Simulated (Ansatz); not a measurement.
The reference is AlN in the wurtzite structure (space group P6_3mc, No. 186; a = 3.1138 Å, c = 4.9833 Å). Axes: x lies along a and z along c of the hexagonal cell.

Perturbation: biaxial strain +2.40 %, plane normal [001], relaxed out of plane (Cartesian); in-plane vectors clamped, the third vector and the atoms free.

Computed with Ansatz (a first-principles code), PBEsol, PAW, cutoff 420 eV, no SOC.

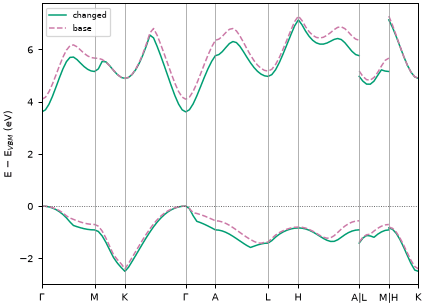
Highest valence and lowest conduction band along the path, each from its own valence-band maximum

Read the changed gap and its character from the plot.

About 3.6 eV, direct at Γ.

Stability against distortions was not tested.
